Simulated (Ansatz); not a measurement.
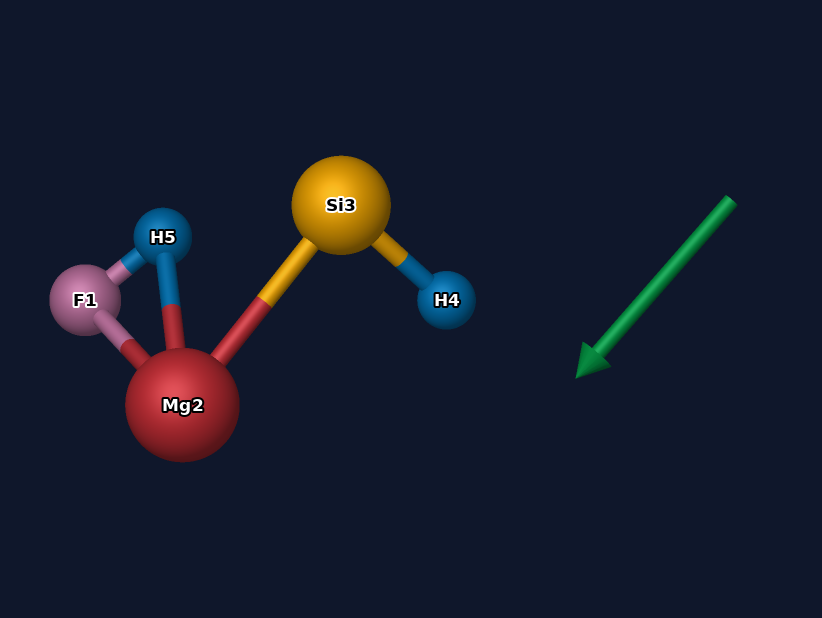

The arrow beside the molecule shows the direction of the dipole moment, from the negative to the positive end (its length means nothing). State: neutral, doublet. The computed structure is the end point of a PBE-D4/def2-SVP optimisation. No frequency run is at hand to confirm it as a minimum. Level of theory: UKS PBE-D4/def2-SVP (Ansatz 0.2.0).

Question: Estimate the dipole moment.

Answer: 3.08 D; it points from the side of Si3, H4 to the side of Mg2 (the outermost atoms at the two ends).
